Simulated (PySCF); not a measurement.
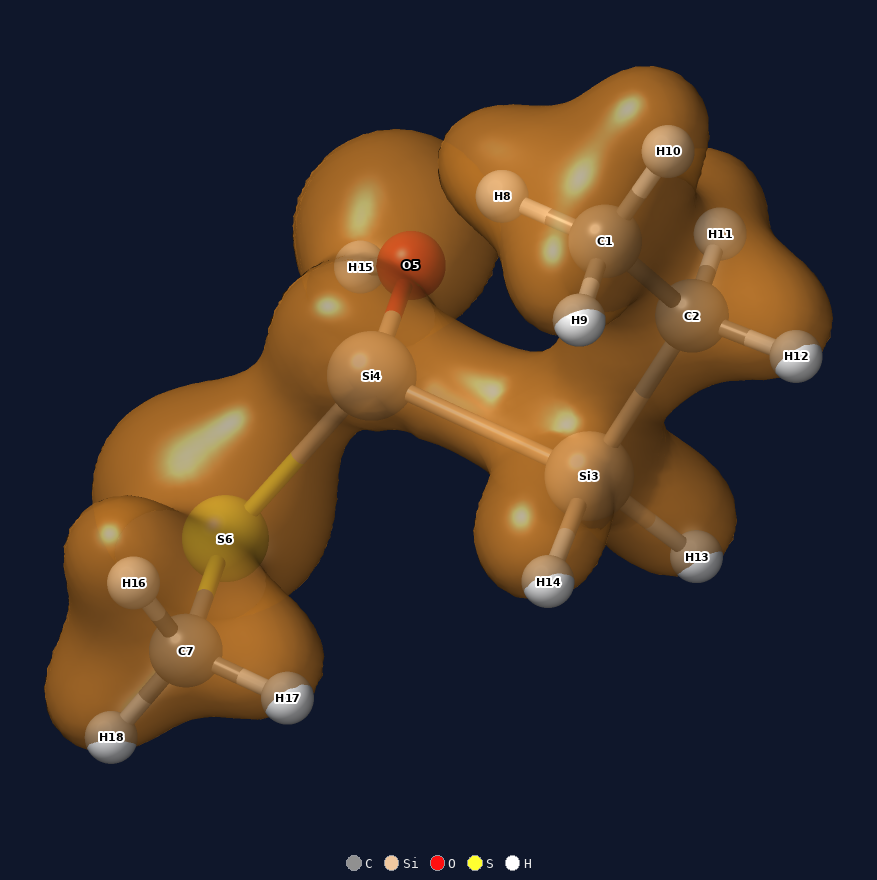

*C3H11OSSi2 (SMILES CC[SiH2][Si](O)SC) (doublet). Isosurface of the electron density at 0.4 e/Å³ (orange), seen at an oblique angle.*

Geometry: GFN2-xTB.

Level of theory: PySCF 2.14.0, density-fitted response routines, UKS B3LYP, pcH-1 on C H O S Si, non-relativistic, mean-field spin-orbit, GIAO.

```yaml
atoms:
  - { symbol: C, position_ang: [-2.3592, 1.1725, 0.0185] }
  - { symbol: C, position_ang: [-2.2779, -0.2722, -0.4533] }
  - { symbol: Si, position_ang: [-0.5593, -0.7499, -1.1187] }
  - { symbol: Si, position_ang: [0.8949, -0.3380, 0.6258] }
  - { symbol: O, position_ang: [0.5893, -1.4240, 1.8061] }
  - { symbol: S, position_ang: [2.9872, -0.7345, 0.1201] }
  - { symbol: C, position_ang: [3.2202, 0.5402, -1.1490] }
  - { symbol: H, position_ang: [-1.6561, 1.3524, 0.8304] }
  - { symbol: H, position_ang: [-2.1219, 1.8532, -0.7965] }
  - { symbol: H, position_ang: [-3.3597, 1.4102, 0.3771] }
  - { symbol: H, position_ang: [-2.5549, -0.9330, 0.3691] }
  - { symbol: H, position_ang: [-3.0148, -0.4309, -1.2410] }
  - { symbol: H, position_ang: [-0.7007, -2.0522, -1.7990] }
  - { symbol: H, position_ang: [-0.1952, 0.1961, -2.1913] }
  - { symbol: H, position_ang: [1.2702, -1.9292, 2.2432] }
  - { symbol: H, position_ang: [3.0424, 1.5194, -0.7159] }
  - { symbol: H, position_ang: [2.5391, 0.3602, -1.9754] }
  - { symbol: H, position_ang: [4.2476, 0.4661, -1.4913] }
```

Q: What does this surface tell about the bonding?

A: At this value the surface is in one piece. It bridges the sampled C–C (1.52 Å), Si–O (1.63 Å), C–S (1.81 Å) and C–Si (1.90 Å) contacts, where the density stays above the isovalue. On the grid the lowest density along these lines, outside the cores, is 1.1 e/Å³ (C–C, 1.52 Å), 0.74 e/Å³ (Si–O, 1.63 Å), 1 e/Å³ (C–S, 1.81 Å) and 0.59 e/Å³ (C–Si, 1.90 Å).
